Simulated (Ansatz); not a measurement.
# Effect of Ge → Os on Ca3GeO

Take Ca3GeO in the anti-perovskite structure (space group Pm-3m, No. 221; a = 4.670 Å) as the base.

Modification: every Ge is replaced by Os, then cell and atoms are relaxed.

The values are results of DFT with PBEsol, PAW potentials and a 420 eV plane-wave cutoff in Ansatz (a quantum-chemistry and plane-wave program), scalar-relativistic without spin-orbit coupling, not measurements. Γ-centred 10×10×10 mesh, Fermi–Dirac width 0.05 eV.

The volume per atom drops by 1.11 Å³ to 19.26 Å³ and the density rises by 2.224 g/cm³, from 3.40 g/cm³ to 5.63 g/cm³. The space group remains Pm-3m (No. 221) and the shortest interatomic distance decreases by 0.043 Å (2.335 Å → 2.292 Å). The band gap stays zero.

Final structure:

```
CELL_PARAMETERS angstrom
      4.58365     0.00000     0.00000
      0.00000     4.58365     0.00000
      0.00000     0.00000     4.58365
ATOMIC_POSITIONS crystal
  Ca 0.50000 0.50000 0.00000
  Ca 0.00000 0.50000 0.50000
  Ca 0.50000 0.00000 0.50000
  Os 0.00000 0.00000 0.00000
  O  0.50000 0.50000 0.50000
```

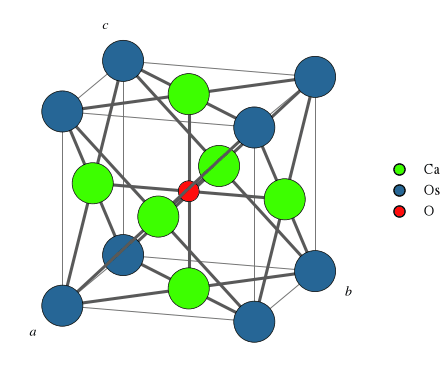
Figure: The relaxed conventional cell after the change

Cost of the whole job for the changed cell (relaxation, final SCF and bands): very roughly 80 core-seconds.

Spin-orbit coupling, missing from the scalar runs, can matter with Os. Whether these cells are dynamically stable was not tested. As relaxed here, Ca3OsO is a hypothetical phase, not in the database extracts checked. No Hubbard U is applied, and correlation can decide whether such a compound is a metal. The final runs are not spin-polarised. The zero or small gap of Ca3GeO can change with the level of theory.
